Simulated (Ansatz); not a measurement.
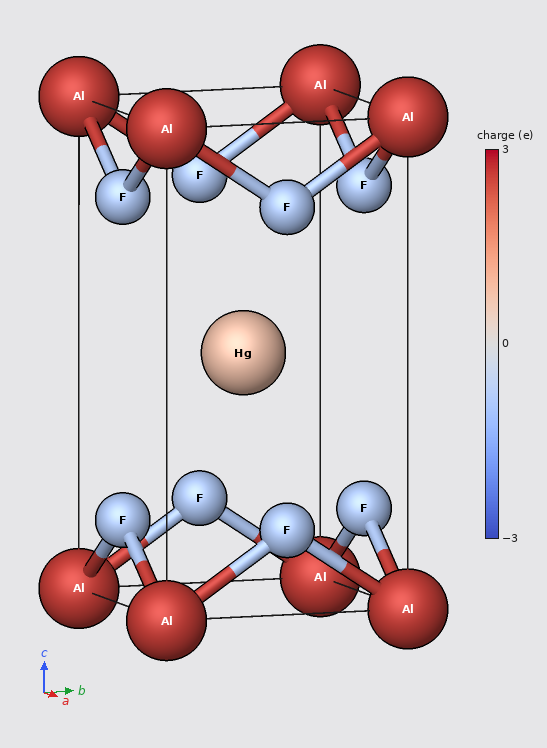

View slightly off an axis, drawn as a ball-and-stick model. The parallelepiped is the simulation cell. The atoms of this AlHgF4 cell are coloured by their Bader charge.

Computational set-up: Ansatz, DFT PBE, scalar-relativistic, plane waves, PAW, cutoff 420 eV, k-points on a 12×12×6 grid, Gaussian smearing of 0.1 eV, no spin polarisation.

### Interpret the colouring.

Most positive: Al; most negative: F. Charges: about Al +2.6 e; Hg +0.7 e; F -0.8 e.

Starting structure: a structure type filled with these elements by a generator (whether the compound takes this form wasn't checked). Earlier steps of the study may have refined or changed the cell and positions. It was the input of a calculation with Ansatz.
